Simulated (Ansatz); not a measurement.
Input file:

```
crystal:
  periodic: [false, false, false]
  atoms:
    - { symbol: C, position_ang: [-0.35418, 1.1362, -0.79151] }
    - { symbol: C, position_ang: [-0.20883, -0.2496, -0.46958] }
    - { symbol: F, position_ang: [-0.60521, -1.07937, -1.37185] }
    - { symbol: Si, position_ang: [0.52414, -1.0323, 1.17055] }
    - { symbol: H, position_ang: [0.00917, 1.79284, -0.00738] }
    - { symbol: H, position_ang: [-1.4059, 1.3593, -1.03321] }
    - { symbol: H, position_ang: [0.13062, 1.36023, -1.75474] }
    - { symbol: H, position_ang: [0.4369, -2.47139, 0.99091] }
    - { symbol: H, position_ang: [-0.3776, -0.40212, 2.1363] }
    - { symbol: H, position_ang: [1.85087, -0.4138, 1.13052] }
total_charge: 1
basis:
  gaussian: { orbitals: "6-31G" }
hamiltonian:
  xc: pbe
  dispersion: d4
relax:
  f_tol: 0.02
  max_steps: 40
scf:
  lower_state_search: "off"
output:
  orbitals: {}
```

Command:

```sh
ansatz run input.yaml --threads 1 --pin off --max-ram 2048MiB --backend cpu --events-out ev --progress --plain --runs-dir out
```

The fields are those of the relaxed geometry.

The calculation used RKS PBE-D4/6-31G in Ansatz.

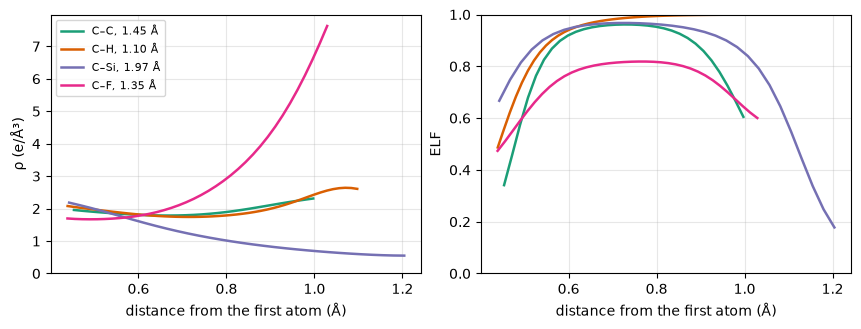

C$_{2}$H$_{6}$FSi (SMILES C[C+](F)[SiH3]) (charge +1). Electron density and ELF along straight lines between neighbouring atoms. The curves leave out the atomic cores.

**What kind of bonding do the profiles show?**

C–C (1.45 Å): ρ at the midpoint is about 1.8 e/Å³; the ELF peaks at about 0.95 between the atoms (a covalent bond).
C–H (1.10 Å): the density is about 1.9 e/Å³ at the midpoint; the ELF climbs to about 1 towards the hydrogen, as it does in any bond to H; an ordinary covalent bond to hydrogen.
C–Si (1.97 Å): ρ at the midpoint is about 0.71 e/Å³; the ELF peaks at about 0.95 between the atoms; localised, covalent bonding.
C–F (1.35 Å): the density is about 2 e/Å³ at the midpoint, with its minimum of 1.7 e/Å³ about 0.5 Å from C; the ELF peaks at about 0.80 between the atoms (a polar covalent bond).
